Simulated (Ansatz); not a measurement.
## Fields on a plane of AgI (zinc blende)

```yaml
crystal:
  lattice:
    - [0.00000, 3.31417, 3.31417]
    - [3.31417, 0.00000, 3.31417]
    - [3.31417, 3.31417, 0.00000]
  atoms:
    - { symbol: I, position: [0.75000, 0.75000, 0.75000] }
    - { symbol: Ag, position: [0.00000, 0.00000, 0.00000] }
```

The slice is a {110} plane (indices of the conventional cell) through the point (0.000, 0.000, 0.000) (fractional), spanned by u = [100] and v = [1 -1 -1] in vectors of this cell: u (4.69 Å) and v (6.63 Å, at 90° to u). It covers one period; positions are fractions (u, v).

Atoms on it: I at (0.50, 0.25); Ag at (0.00, 0.00).

Computed with PBE (plane waves to 420 eV, PAW, scalar-relativistic; Ansatz, an electronic-structure program). k mesh 9×9×9. Inside the PAW spheres the values are not all-electron values, and peaks at nuclei hang on which shells count as valence. AgI was relaxed with its symmetry unable to fall. Spin-orbit coupling is left out, though I is heavy.

```
v \ u  0.00   0.13   0.26  0.39  0.52   0.65   0.78  0.91
-----  ----  -----  -----  ----  ----  -----  -----  ----
0.88      x  <-3.0    2.8   4.6   4.8    4.2    1.2     x
0.75    3.7    4.1    4.6   4.9   4.9    4.8    4.5   3.9
0.62    4.9    4.9    4.9   4.8   4.8    4.9    4.9   4.9
0.50    5.0    4.9    4.6   3.8   3.4    4.1    4.7   5.0
0.38    4.9    4.4    0.7     x     x  <-3.0    2.7   4.7
0.25    3.7    3.2  <-3.0     x     x      x   -0.6   3.6
0.12      x  <-3.0   -0.7     x     x  <-3.0   -0.4     x
0.00      x      x   -0.2   3.4   3.4    3.0  <-3.0     x
```

Values: electrostatic potential energy of an electron, from the cell's mean, in eV. Points within 1 Å of a nucleus are blanked (x), as the pseudised field means little there. Values under -3 eV are set to -3. The zero, the cell's mean, hangs on the PAW cores.

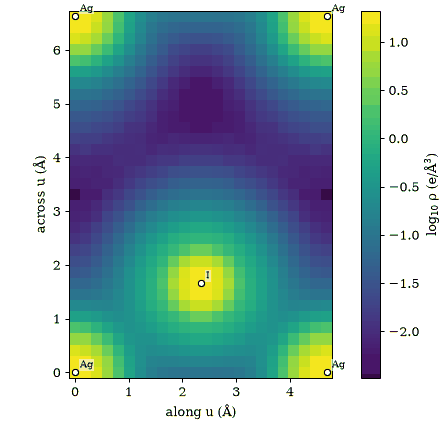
Fig. 1. Log₁₀ of the valence density in e/Å³, one period of the plane, atoms marked. The scale is logarithmic, as a density can span decades between atoms and voids.

- Density on the I–Ag line (2.87 Å) at its density minimum, 1.5 Å from I: 0.29 e/Å³
- ELF at that point: 0.3
- ELF maximum in the middle third of the I–Ag line: 0.68, 1.1 Å from I
